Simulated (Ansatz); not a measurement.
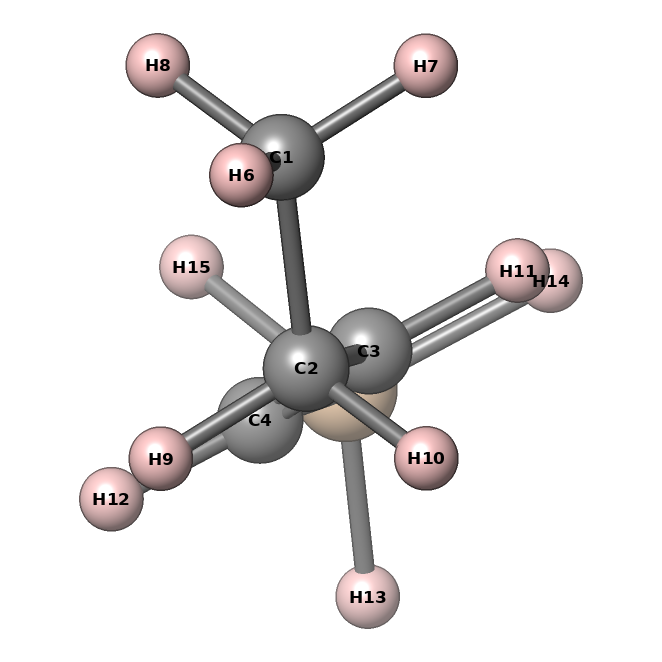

C3 lies behind C2. The molecule seen a little off the C2–C3 bond, C2 in front. Distant atoms are faded towards the background colour. Computed geometry: PBE-D4/def2-SVP optimisation. No frequency run is at hand to confirm it as a minimum.

**What is the torsion angle C1–C2–C3–C4? The sign is positive where the front bond must turn clockwise to cover the back bond.**

−119°, anticlinal.
